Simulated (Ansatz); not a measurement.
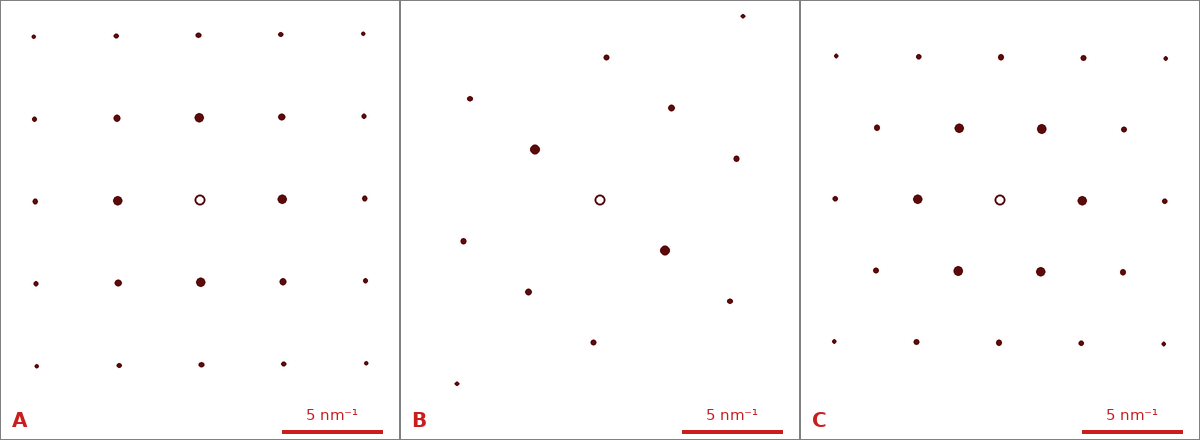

Kinematic zone-axis patterns, calculated for 200 keV electrons with B = 0.5 Å².

All three come from Li, space group Im-3m (No. 229), a = 3.43 Å. Structure: the input geometry of an electronic-structure calculation (not necessarily at equilibrium).

> Assign the zone axes [001], [110], [111] to A, B and C.

A is [001]: square net of 1 -1 0 at d = 2.43 Å and 1 1 0 at d = 2.43 Å, at 90.0°. B is [110]: rectangular net of 1 -1 0 at d = 2.43 Å and 0 0 2 at d = 1.72 Å, at 90.0°. C is [111]: hexagonal net of -1 1 0 at d = 2.43 Å and -1 0 1 at d = 2.43 Å, at 60.0°.
